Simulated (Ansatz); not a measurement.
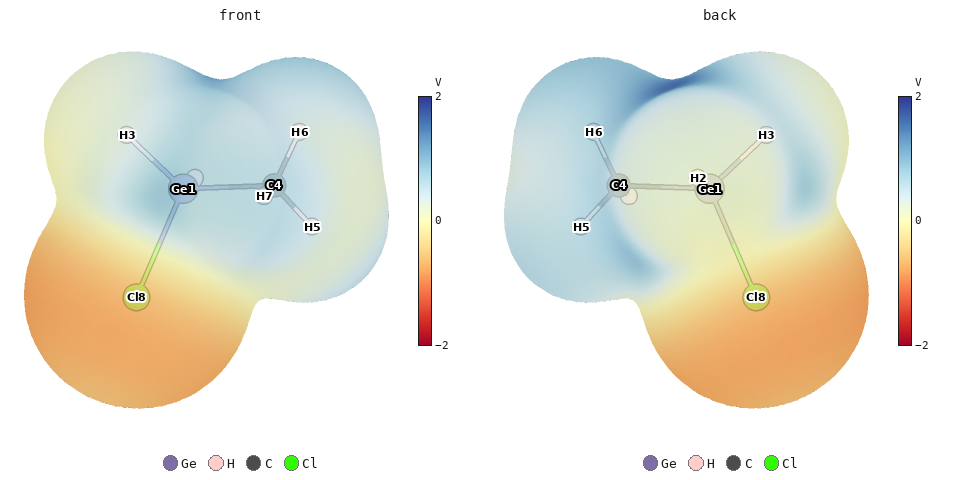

*CH5ClGe. The electrostatic potential painted on the density surface at 0.001 e/bohr³, seen from the front and from behind; the colour scale runs from red (negative) to blue (positive).*

All numbers below come from RHF/def2-SVP (Ansatz 0.2.0).

| atom | x (Å) | y (Å) | z (Å) |
| --- | --- | --- | --- |
| Ge | 0.1894 | 0.0639 | 0.1644 |
| H | -0.0396 | -0.1187 | 1.6653 |
| H | 1.6839 | 0.1479 | -0.1488 |
| C | -0.8094 | 1.5693 | -0.5624 |
| H | -1.8744 | 1.4457 | -0.3659 |
| H | -0.4735 | 2.5000 | -0.1014 |
| H | -0.6590 | 1.6383 | -1.6398 |
| Cl | -0.5438 | -1.7527 | -0.7969 |

**Which sites attract a positive test charge, and which a negative one?**

A positive charge is drawn to the negative regions and a negative charge to the positive ones. The most negative region (about −0.8 V, or −18 kcal/mol for a unit charge) lies over Cl8, the most positive (about +1.6 V, or +37 kcal/mol for a unit charge) over Ge1.
